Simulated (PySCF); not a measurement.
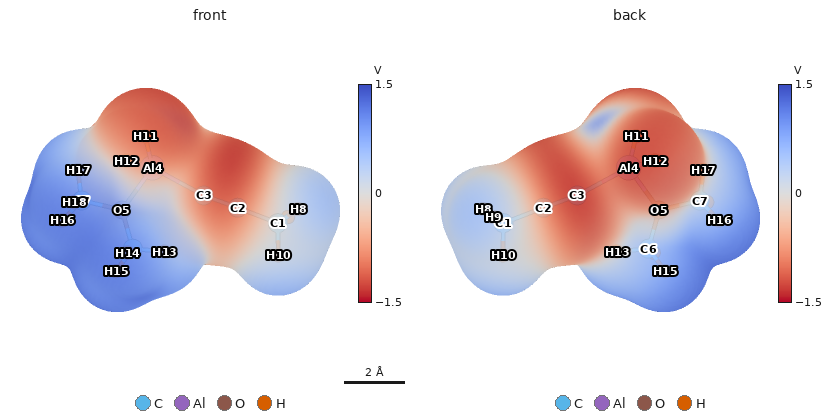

Figure 1: C$_{5}$H$_{11}$AlO (SMILES CC#[C][AlH2-][O+](C)C). The electrostatic potential painted on the density surface at 0.001 e/bohr³, seen from the front and from behind; the colour scale runs from red (negative) to blue (positive).

Geometry: GFN2-xTB.

The calculation used PBE0/pcSseg-1, SCF density, gas phase, non-relativistic (PySCF).

The calculation's input:

```
{"job": {"kind": "nmr", "xc": "PBE0", "basis": "pcSseg-1"}, "charge": 0, "multiplicity": 1}
C      3.847423    -0.695226     0.042277
C      2.541763    -0.069760     0.151296
C      1.436789     0.430083     0.236800
Al    -0.194154     1.501882     0.443775
O     -1.472655     0.149937     0.052496
C     -1.324634    -1.222006    -0.226990
C     -2.807505     0.596888     0.070735
H      4.301547    -0.788444     1.029771
H      4.500720    -0.089134    -0.586770
H      3.758951    -1.689448    -0.399086
H     -0.728795     1.881054     1.877361
H     -0.625519     2.524418    -0.675354
H     -0.254003    -1.421521    -0.204690
H     -1.831890    -1.828644     0.528905
H     -1.727352    -1.462514    -1.215271
H     -3.279913     0.451797    -0.905228
H     -2.766430     1.662064     0.303206
H     -3.383102     0.074891     0.840470
```

Command:

```sh
OMP_NUM_THREADS=1 python probes_run.py task.json out
```

Question: Describe the electrostatic potential map.

Answer: The most negative region (about −1.3 V) lies over C2 and C3, the most positive (about +1.2 V) over the C and H atoms.

Question: What dipole moment does the calculation give?

Answer: Its dipole moment is 4.81 D.
